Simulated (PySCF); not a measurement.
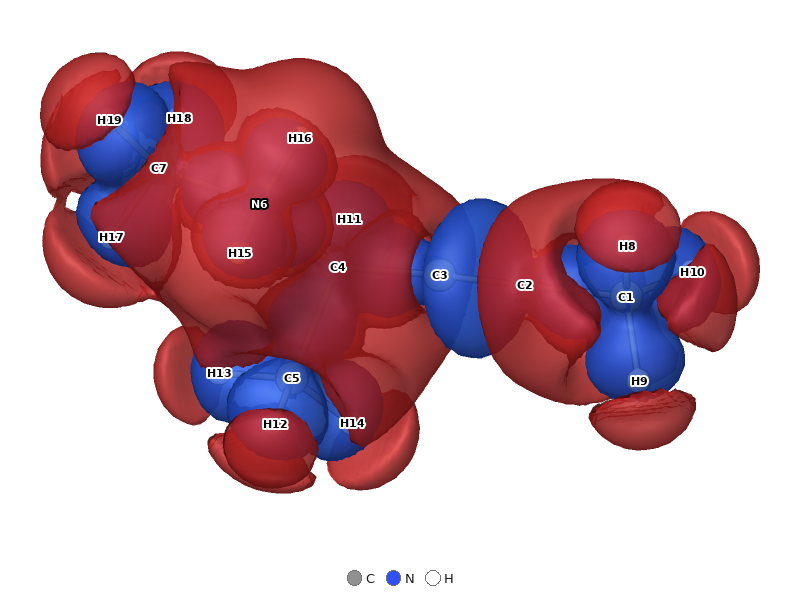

C6H12N, charge +1, SMILES `CC#CC(C)[NH2+]C`. Deformation density (molecule less spherical, spin-averaged free atoms at the same positions), surfaces at ±0.04 e/Å³; blue: gain, red: loss.

Computed with PySCF, HF/def2-SVPD, geometry: GFN2-xTB. No frequency check shows the geometry to be a minimum.

Q: Describe the bonding that the map shows.

A: The five largest and four smallest: C2–C3: +0.87 e/Å³ at the bond critical point (bond length 1.20 Å). C4–H11: +0.77 e/Å³ at the bond critical point (bond length 1.10 Å). C7–H17: +0.77 e/Å³ at the bond critical point (bond length 1.09 Å). C7–H19: +0.76 e/Å³ at the bond critical point (bond length 1.09 Å). C7–H18: +0.76 e/Å³ at the bond critical point (bond length 1.09 Å). C1–C2: +0.55 e/Å³ at the bond critical point (bond length 1.44 Å). C4–C5: +0.55 e/Å³ at the bond critical point (bond length 1.52 Å). N6–C7: +0.13 e/Å³ at the bond critical point (bond length 1.48 Å). C4–N6: +0.07 e/Å³ at the bond critical point (bond length 1.52 Å); up to 0.6 Å beside the axis the gain reaches +0.52 e/Å³. In all, 4.0 electrons gather in the regions of gain relative to the promolecule of neutral atoms (the regions of loss give up this much and the cation's charge besides). A small or negative value marks a very polar bond, one between electron-rich atoms, whose free-atom densities already overlap strongly, a long bond to a heavier atom, or a closed-shell contact such as a hydrogen bond.

Q: Where do the Hirshfeld charges lie?

A: The highest Hirshfeld charge is on H16 (+0.20 e), the lowest on C3 (−0.12 e).
